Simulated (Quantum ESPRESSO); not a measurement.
# V (Im-3m): phonons by linear response, part 3 of 3

How does V (Im-3m) vibrate, and is this structure a minimum?

Quantum ESPRESSO 7.5; DFT PBE, scalar-relativistic, plane waves, PseudoDojo norm-conserving pseudopotentials.

So far, highest frequency (cm⁻¹): step 9 (interpolated phonon bands) 257. Also lowest frequency on the path (cm⁻¹): step 9 -28.4. The relaxed cell has a = 2.998 Å (conventional setting).

## (10) Sums over the zone

Sums over the zone need many more wavevectors than were solved, so the interpolation is sampled on a dense mesh.

Input file matdyn.in:

```
&INPUT
  asr    = 'crystal'
  flfrc  = 'x.fc'
  dos    = .true.
  fldos  = 'x.dos'
  nk1    = 21
  nk2    = 21
  nk3    = 21
  deltaE = 0.3
  la2F   = .true.
/
```

Launch:

```
$ matdyn.x -in matdyn.in > matdyn.out
```

Numbers of over 12 decimals in the logs are rounded to 6 here.

What it wrote:

```text
[banner, memory and clock lines left out]
Program MATDYN v.7.5

 mass for atomic type   1 not given; uses mass from file x.fc
 Norm of the difference between old and new effective charges:    0.000000

 Norm of the difference between old and new force-constants:   1.53438e-05

     Message from routine matdyn:
     Z* not found in file x.fc, TO-LO splitting at q=0 will be absent!
 Norm of the difference between old and new effective charges:    0.000000

 Norm of the difference between old and new force-constants:   2.4357e-06

 Norm of the difference between old and new effective charges:    0.000000

 Norm of the difference between old and new force-constants:   6.02321e-06

 Norm of the difference between old and new effective charges:    0.000000

 Norm of the difference between old and new force-constants:   9.19502e-06

 Norm of the difference between old and new effective charges:    0.000000

 Norm of the difference between old and new force-constants:   1.41227e-05

 Norm of the difference between old and new effective charges:    0.000000

 Norm of the difference between old and new force-constants:   2.44176e-05

 Norm of the difference between old and new effective charges:    0.000000

 Norm of the difference between old and new force-constants:   4.35849e-05

 Norm of the difference between old and new effective charges:    0.000000

 Norm of the difference between old and new force-constants:   7.44284e-05

 Norm of the difference between old and new effective charges:    0.000000

 Norm of the difference between old and new force-constants:   0.000119862

 Norm of the difference between old and new effective charges:    0.000000

 Norm of the difference between old and new force-constants:   0.000183593

 Norm of the difference between old and new effective charges:    0.000000

 Norm of the difference between old and new force-constants:   0.000270083

Note: The following floating-point exceptions are signalling: IEEE_UNDERFLOW_FLAG
```

Elapsed: 49 s, on 1 thread of Arm Neoverse V2, shared host.

This step gave:

```yaml
share_of_modes_beyond_3i_cm_minus1_on_the_dense_interpolated_mesh: 0.0034
```

The phonon density of states has structure finer than the step of the table below, so its rows give means over 20 cm⁻¹, whole bins alone (the curve runs from -28.4 to 256 cm⁻¹). Peaks (cm⁻¹: height): 157.0: 0.0358, 191.2: 0.0262, 220.0: 0.0457.

Tetrahedra. The phonon density of states by wavenumber; means over each step:

```
wavenumber (cm⁻¹)  phonon density of states (1/cm⁻¹/cell)
                0                                  6.2e-4
               20                                 0.00105
               40                                 0.00184
               60                                 0.00302
               80                                 0.00438
              100                                 0.00616
              120                                 0.00864
              140                                  0.0135
              160                                  0.0248
              180                                  0.0187
              200                                  0.0230
              220                                  0.0343
              240                                 0.00866
```

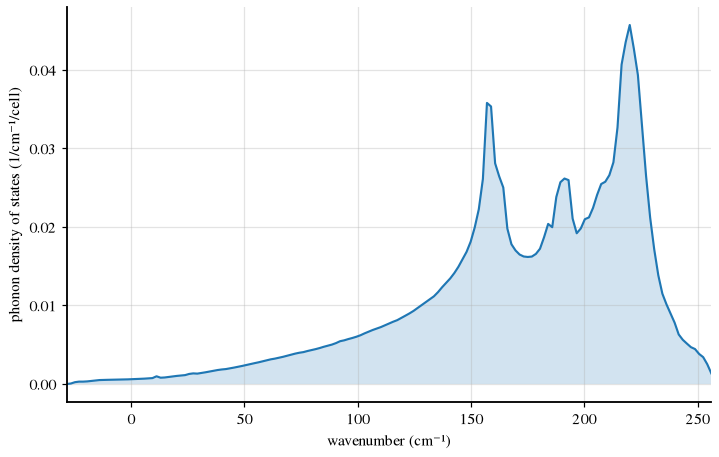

Phonon density of states against wavenumber.

## (11) A frozen mode

The atoms are moved along one mode, by 0.015 Å at most in any Cartesian component, and the restoring forces give its frequency without the response code: a check of the response kernel of this functional.

Input file frozen.in:

```
&CONTROL
  calculation = 'scf'
  prefix      = 'x'
  outdir      = './tmp'
  pseudo_dir  = './pseudo'
  tprnfor     = .true.
/
&SYSTEM
  ibrav       = 0
  nat         = 2
  ntyp        = 1
  ecutwfc     = 84.0
  occupations = 'smearing'
  smearing    = 'mv'
  degauss     = 0.02
/
&ELECTRONS
  conv_thr         = 1.0d-11
  mixing_beta      = 0.7
  electron_maxstep = 100
/
ATOMIC_SPECIES
 V      50.9415  V.upf
CELL_PARAMETERS angstrom
    -2.997638568    2.997638568    2.997638568
     1.498819284   -1.498819284    1.498819284
     1.498819284    1.498819284   -1.498819284
ATOMIC_POSITIONS crystal
 V     -0.003538319  -0.003538319  -0.003538319
 V      0.503538319   0.003538319   0.003538319
K_POINTS automatic
 8 16 16 0 0 0
```

Launch:

```
$ OMP_NUM_THREADS=1 mpirun -n 4 pw.x -nk 4 -in frozen.in > frozen.out
```

What it wrote:

```text
[banner, memory and clock lines left out]
Program PWSCF v.7.5

     Message from routine setup:
     using ibrav=0 with symmetry is DISCOURAGED, use correct ibrav instead

     G-vector sticks info

     bravais-lattice index     =            0
     lattice parameter (alat)  =       9.8116  a.u.
     unit-cell volume          =     181.7751 (a.u.)^3
     number of atoms/cell      =            2
     number of atomic types    =            1
     number of electrons       =        26.00
     number of Kohn-Sham states=           17
     kinetic-energy cutoff     =      84.0000  Ry
     charge density cutoff     =     336.0000  Ry
     scf convergence threshold =      1.0E-11
     mixing beta               =       0.7000
     number of iterations used =            8  plain     mixing
     Exchange-correlation= PBE
                           (   1   4   3   4   0   0   0)

     celldm(1)=   9.811576  celldm(2)=   0.000000  celldm(3)=   0.000000
     celldm(4)=   0.000000  celldm(5)=   0.000000  celldm(6)=   0.000000

     crystal axes: (cart. coord. in units of alat)
               a(1) = (  -0.577350   0.577350   0.577350 )
               a(2) = (   0.288675  -0.288675   0.288675 )
               a(3) = (   0.288675   0.288675  -0.288675 )

     reciprocal axes: (cart. coord. in units 2 pi/alat)
               b(1) = ( -0.000000  0.866025  0.866025 )
               b(2) = (  1.732051 -0.000000  1.732051 )
               b(3) = (  1.732051  1.732051  0.000000 )

     PseudoPot. # 1 for V  read from file:
     ./pseudo/V.upf
     Pseudo is Norm-conserving + core correction, Zval = 13.0
     Using radial grid of 1536 points,  6 beta functions with:
                l(1) =   0
                l(2) =   0
                l(3) =   1
                l(4) =   1
                l(5) =   2
                l(6) =   2

     atomic species   valence    mass     pseudopotential
     V                13.00    50.94150     V ( 1.00)

      8 Sym. Ops., with inversion, found ( 4 have fractional translation)

   Cartesian axes

     site n.     atom                  positions (alat units)
         1        V      tau(   1) = (   0.0000000  -0.0020428  -0.0020428  )
         2        V      tau(   2) = (  -0.2886751   0.2907180   0.2907180  )

     number of k points=   333  Marzari-Vanderbilt smearing, width (Ry)=  0.0200

     Number of k-points >= 100: set verbosity='high' to print them.

     Dense  grid:    18877 G-vectors     FFT dimensions: (  60,  30,  30)

     Initial potential from superposition of free atoms

     starting charge      25.9979, renormalised to      26.0000
     Starting wfcs are   20 randomized atomic wfcs

     per-process dynamical memory:    70.1 Mb

     Self-consistent Calculation

     iteration #  1     ecut=    84.00 Ry     beta= 0.70
     Davidson diagonalization with overlap
     ethr =  1.00E-02,  avg # of iterations =  2.7

     Threshold (ethr) on eigenvalues was too large:
     Diagonalizing with lowered threshold

     Davidson diagonalization with overlap
     ethr =  2.86E-04,  avg # of iterations =  3.7

     total energy              =    -295.18297849 Ry
     estimated scf accuracy    <       0.12432829 Ry

     iteration #  2     ecut=    84.00 Ry     beta= 0.70
     Davidson diagonalization with overlap
     ethr =  4.78E-04,  avg # of iterations =  3.0

     total energy              =    -295.22100874 Ry
     estimated scf accuracy    <       0.06622254 Ry

     iteration #  3     ecut=    84.00 Ry     beta= 0.70
     Davidson diagonalization with overlap
     ethr =  2.55E-04,  avg # of iterations =  2.0

     total energy              =    -295.23241708 Ry
     estimated scf accuracy    <       0.00045033 Ry

     iteration #  4     ecut=    84.00 Ry     beta= 0.70
     Davidson diagonalization with overlap
     c_bands:  1 eigenvalues not converged
     ethr =  1.73E-06,  avg # of iterations =  6.7

     total energy              =    -295.23313344 Ry
     estimated scf accuracy    <       0.00067890 Ry

     iteration #  5     ecut=    84.00 Ry     beta= 0.70
     Davidson diagonalization with overlap
     ethr =  1.73E-06,  avg # of iterations =  2.0

     total energy              =    -295.23306456 Ry
     estimated scf accuracy    <       0.00022036 Ry

     iteration #  6     ecut=    84.00 Ry     beta= 0.70
     Davidson diagonalization with overlap
     ethr =  8.48E-07,  avg # of iterations =  2.7

     total energy              =    -295.23311154 Ry
     estimated scf accuracy    <       0.00000133 Ry

     iteration #  7     ecut=    84.00 Ry     beta= 0.70
     Davidson diagonalization with overlap
     c_bands:  1 eigenvalues not converged
     ethr =  5.13E-09,  avg # of iterations =  8.1

     total energy              =    -295.23311560 Ry
     estimated scf accuracy    <       0.00000126 Ry

     iteration #  8     ecut=    84.00 Ry     beta= 0.70
     Davidson diagonalization with overlap
     ethr =  4.86E-09,  avg # of iterations =  2.1

     total energy              =    -295.23311587 Ry
     estimated scf accuracy    <          5.8E-10 Ry

     iteration #  9     ecut=    84.00 Ry     beta= 0.70
     Davidson diagonalization with overlap
     ethr =  2.21E-12,  avg # of iterations = 11.2

     total energy              =    -295.23311588 Ry
     estimated scf accuracy    <          2.0E-10 Ry

     iteration # 10     ecut=    84.00 Ry     beta= 0.70
     Davidson diagonalization with overlap
     ethr =  7.67E-13,  avg # of iterations =  1.3

     total energy              =    -295.23311588 Ry
     estimated scf accuracy    <          1.5E-10 Ry

     iteration # 11     ecut=    84.00 Ry     beta= 0.70
     Davidson diagonalization with overlap
     ethr =  5.66E-13,  avg # of iterations =  2.1

     total energy              =    -295.23311588 Ry
     estimated scf accuracy    <          3.2E-11 Ry

     iteration # 12     ecut=    84.00 Ry     beta= 0.70
     Davidson diagonalization with overlap
     ethr =  1.23E-13,  avg # of iterations =  4.1

     End of self-consistent calculation

     Number of k-points >= 100: set verbosity='high' to print the bands.

     the Fermi energy is    16.6803 ev

!    total energy              =    -295.23311588 Ry
     estimated scf accuracy    <          4.3E-13 Ry
     smearing contrib. (-TS)   =       0.00032054 Ry
     internal energy E=F+TS    =    -295.23343642 Ry

     The total energy is F=E-TS. E is the sum of the following terms:
     one-electron contribution =     -89.85760180 Ry
     hartree contribution      =      57.53192042 Ry
     xc contribution           =     -45.79581233 Ry
     ewald contribution        =    -217.11194270 Ry

     convergence has been achieved in  12 iterations

     Forces acting on atoms (cartesian axes, Ry/au):

     atom    1 type  1   force =    -0.00000000    0.00280215    0.00280215
     atom    2 type  1   force =     0.00000000   -0.00280215   -0.00280215

     Total force =     0.005604     Total SCF correction =     0.000001

     XML data file, charge density, pseudopotentials, collected wavefunctions
```

The job ended after 65 s (4 MPI ranks).

Read from the output:

| Property | Result |
| --- | --- |
| frequency from the forces | 190.4 cm⁻¹ |
| frequency from linear response | 186.9 cm⁻¹ |

The forces give 190.4 cm⁻¹ against 186.9 cm⁻¹ from linear response.

## (12) Results

* space group after relaxation: Im-3m
* volume per atom: 13.5 Å³
* q mesh: 4×4×4
* lowest mode on the q mesh (acoustic ones at the zone centre apart): 101.0 cm⁻¹
* imaginary modes on the q mesh: none

In words: V (Im-3m) is dynamically stable on the 4×4×4 mesh; its spectrum reaches 257 cm⁻¹. The imaginary part of the path lies between the solved wavevectors, so it may come from the interpolation. These are harmonic frequencies at zero temperature: anharmonic shifts and linewidths and thermal expansion are left out. In a metal the frequencies hang on the k mesh and the smearing, most of all near Kohn anomalies. The runs are without spin polarisation, although the cell has an odd electron count or an open d or f shell, so a magnetic state was not tested. No coupling constant is taken from ph.x, since the sums are unsound here: the spectrum is unstable, unfinished or interpolated from too coarse a mesh.

[Host names and launcher messages were left out of these logs when they were recorded.]

[Logs are printed without paths, hosts, clocks, repeated set-up lines and the standing remarks that a program may print on its own settings, such as how far it seeks lower states.]

[Hosts, paths, dates, database ids (printed as entryN), source tags and the programs' standing remarks are cut or masked in the printed files.]
